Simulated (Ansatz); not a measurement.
## Two runs on BSiH2OF

System: BSiH2OF, SMILES F[SiH]1BO1.
Method of run A: RHF/def2-SVP (Ansatz 0.2.0).

Text and figures count atoms from 1; the logs count them from 0 in places.

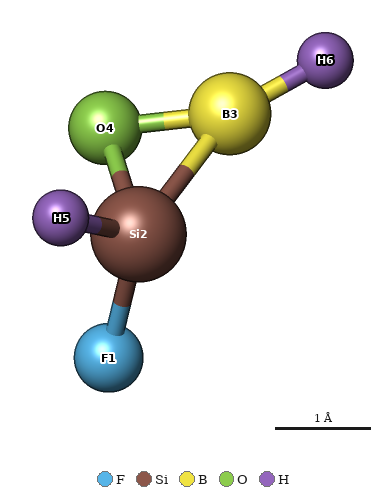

**Figure 1.** The input geometry (ball-and-stick view, seen at a tilt; atoms are numbered from 1 in the order of the input). Bond lengths as drawn: B–H 1.19 Å, B–O 1.34 Å, B–Si 1.89 Å, F–Si 1.60 Å, H–Si 1.46 Å and O–Si 1.71 Å.

**Input file, run A**
```yaml
crystal:
  periodic: [false, false, false]
  atoms:
    - { symbol: F, position_ang: [-1.519983, -0.93332, -0.712854] }
    - { symbol: Si, position_ang: [-0.375731, 0.185214, -0.621184] }
    - { symbol: B, position_ang: [0.475748, 0.117333, 1.063135] }
    - { symbol: O, position_ang: [0.763905, -0.826476, 0.158177] }
    - { symbol: H, position_ang: [0.089344, 0.73181, -1.895267] }
    - { symbol: H, position_ang: [0.663212, 0.530835, 2.162869] }
basis:
  gaussian: { orbitals: def2-SVP }
hamiltonian:
  xc: hf
output:
  forces: true
```

Command:
```bash
ansatz run input.yaml --threads 1 --pin off --max-ram 2560MiB --backend cpu --events-out ev --progress --plain --runs-dir out
```

Hardware: 1 thread of Arm Neoverse N1, 98 GiB of memory available, shared host.

**Output (run A)**
```
Engine: ansatz 0.2.0, aarch64-unknown-linux-gnu
Functional definition: HF
  exchange = exact_x
  correlation = 0
666 factors; integrals over basis functions are off by at most 1.1e-3 eV
mean field evaluation 1: about -13299.7308 eV, gradient 3.9e1 eV
mean field evaluation 2: about -13299.7650 eV, gradient 3.9e1 eV
mean field evaluation 4: about -13303.0420 eV, gradient 3.0e0 eV
mean field evaluation 8: about -13303.0817 eV, gradient 3.6e-4 eV
mean field -13303.08174847 eV, -488.8792371037 hartree, gradient 2.1e-5 eV, S^2 0.000000; 0 other end points of the search recorded, 0 dependent functions left out
the calculation of the forces begins
reference -13303.08174847 eV, -488.8792371037 hartree; 19, 19 occupied and 51, 51 virtual orbitals, 666 factors
Total energy: -13303.08174847 eV, -488.8792371037 hartree
Atom 0 at    -1.519983    -0.933320    -0.712854 Å, force    -1.051427     0.425263    -0.951856 eV/Å
Atom 1 at    -0.375731     0.185214    -0.621184 Å, force    -0.061867    -0.645485     0.178418 eV/Å
Atom 2 at     0.475748     0.117333     1.063135 Å, force    -0.338623     0.233451    -0.528963 eV/Å
Atom 3 at     0.763905    -0.826476     0.158177 Å, force     1.288074     0.785761     1.454818 eV/Å
Atom 4 at     0.089344     0.731810    -1.895267 Å, force    -0.319569    -0.193016    -0.251871 eV/Å
Atom 5 at     0.663212     0.530835     2.162869 Å, force     0.483412    -0.605974     0.099454 eV/Å
Dipole moment:     0.071689     0.511186    -0.018586 e Å
```

For run B the input was changed thus:
```diff
-    - { symbol: F, position_ang: [-1.519983, -0.93332, -0.712854] }
+    - { symbol: F, position_ang: [-1.822405, -0.384381, -1.010455] }
-    - { symbol: H, position_ang: [0.663212, 0.530835, 2.162869] }
+    - { symbol: H, position_ang: [0.462253, 0.749177, 2.071169] }
```

What does this change do to the results?

With the same method and basis, run B lies 4.6 kcal/mol higher. The largest force goes from 2.096 to 2.541 eV/Å.

**Output (run B)**
```
Engine: ansatz 0.2.0, aarch64-unknown-linux-gnu
Functional definition: HF
  exchange = exact_x
  correlation = 0
667 factors; integrals over basis functions are off by at most 9.1e-4 eV
mean field evaluation 1: about -13299.8508 eV, gradient 3.8e1 eV
mean field evaluation 2: about -13299.8839 eV, gradient 3.8e1 eV
mean field evaluation 4: about -13302.8411 eV, gradient 2.9e0 eV
mean field evaluation 8: about -13302.8826 eV, gradient 8.4e-4 eV
mean field -13302.88257619 eV, -488.8719176573 hartree, gradient 1.5e-5 eV, S^2 0.000000; 0 other end points of the search recorded, 0 dependent functions left out
the calculation of the forces begins
reference -13302.88257619 eV, -488.8719176573 hartree; 19, 19 occupied and 51, 51 virtual orbitals, 667 factors
Total energy: -13302.88257619 eV, -488.8719176573 hartree
Atom 0 at    -1.822405    -0.384381    -1.010455 Å, force    -0.063745    -0.590209     0.144506 eV/Å
Atom 1 at    -0.375731     0.185214    -0.621184 Å, force    -0.473303     1.116249    -0.685172 eV/Å
Atom 2 at     0.475748     0.117333     1.063135 Å, force    -1.692280     1.573423    -1.058035 eV/Å
Atom 3 at     0.763905    -0.826476     0.158177 Å, force     0.720428    -0.771305     0.942704 eV/Å
Atom 4 at     0.089344     0.731810    -1.895267 Å, force     0.316470    -0.177540    -0.077963 eV/Å
Atom 5 at     0.462253     0.749177     2.071169 Å, force     1.192429    -1.150618     0.733961 eV/Å
Dipole moment:     0.184991     0.256819     0.160725 e Å
```

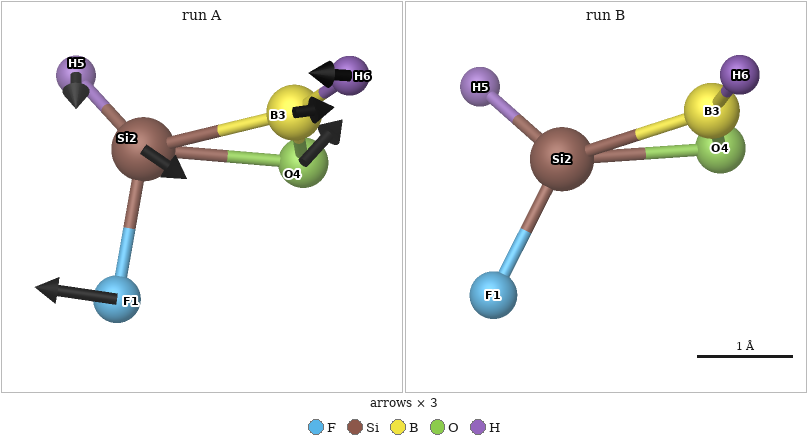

**Figure 2.** The two input geometries at one scale (ball-and-stick view, seen at a tilt). The black arrows on the first give the shifts of the atoms after the best rigid fit, magnified 3 times. The atom that moves furthest after the best rigid fit is F1 (0.29 Å). By element the largest moves are F 0.29 Å, O 0.23 Å, Si 0.19 Å, H 0.16 Å, B 0.15 Å.

**The two runs side by side**

```csv
quantity,run A,run B
outcome,converged,converged
total energy (hartree),−488.879237,−488.871918
largest force (eV/Å),2.096,2.541
basis functions,70,70
wall time (shared host),1.2 s,1.1 s
```
